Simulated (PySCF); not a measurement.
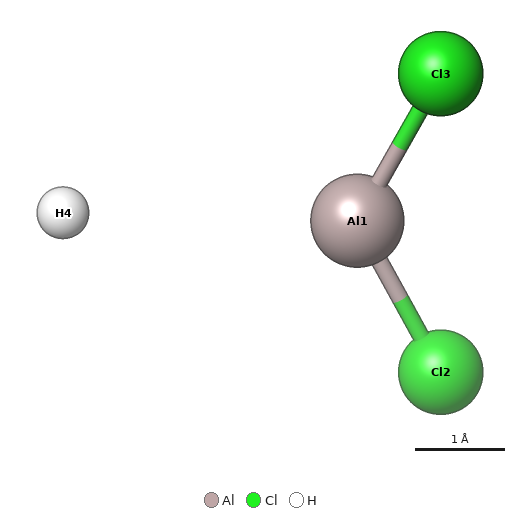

**Figure 1.** The structure (ball-and-stick view, seen at a tilt; atoms are numbered from 1 in the order of the input). Sticks mark near contacts. Bond lengths as drawn: Al–Cl 2.02 Å.

# AlHCl2: single-point calculation

The run: single-point calculation of AlHCl2. Method and program: PBE/STO-3G, RKS (PySCF 2.14.0).

A bond length was changed on purpose from its optimised value.

## What the program printed
```
SCF not converged.
SCF energy = -1149.85425874366
converged SCF energy = -1149.85425876664
E(PBE) = -1149.854258767
```

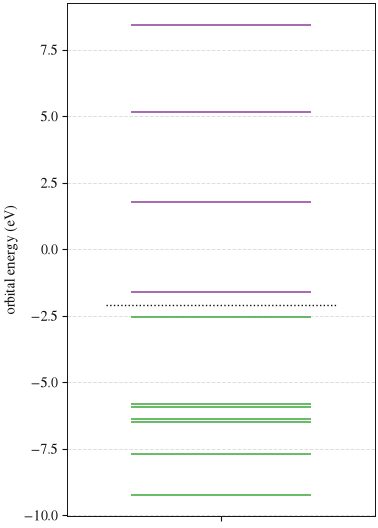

**Figure 2.** Orbital energies near the frontier; the dotted line parts filled from empty levels, and levels within 0.02 eV of each other stand side by side. Highest filled −2.55 eV, lowest empty −1.63 eV, 0.92 eV apart.

The run was set up as follows.

## Input file (calc.py)
```python
from pyscf import gto, dft

molecule = gto.M(
    atom='geometry.xyz',
    verbose=3,
    charge=0,
    max_memory=1860,
    basis='sto-3g',
    spin=0,
)

calc0 = dft.RKS(molecule)
calc0.xc = 'pbe'
calc0.grids.level = 5
calc0.conv_tol = 1e-10
calc0.kernel()
if not calc0.converged:
    calc0 = calc0.newton().run(calc0.mo_coeff, calc0.mo_occ)

energy = calc0.e_tot
print('E(%s) = %.9f' % ('PBE', energy))
```

## File geometry.xyz
```
4
AlCl2H
Al     0.889030     1.486485    -0.003300
Cl     2.908630     1.384545     0.011400
Cl    -0.158900     3.217035    -0.018710
H     -0.828410    -1.386630     0.001980
```

Launch command:
```bash
OMP_NUM_THREADS=1 python calc.py
```

## Key numbers

| quantity | value |
| --- | --- |
| outcome | converged |
| total energy | −1149.854259 hartree |
| basis functions | 28 |
| HOMO | −2.55 eV |
| LUMO | −1.63 eV |
| dipole moment | 0.59 D |
| hardware | 1 thread of Arm Neoverse V1, 24 GiB of memory available, shared host |
| wall time | 11 s |
| peak memory | 0.27 GiB |
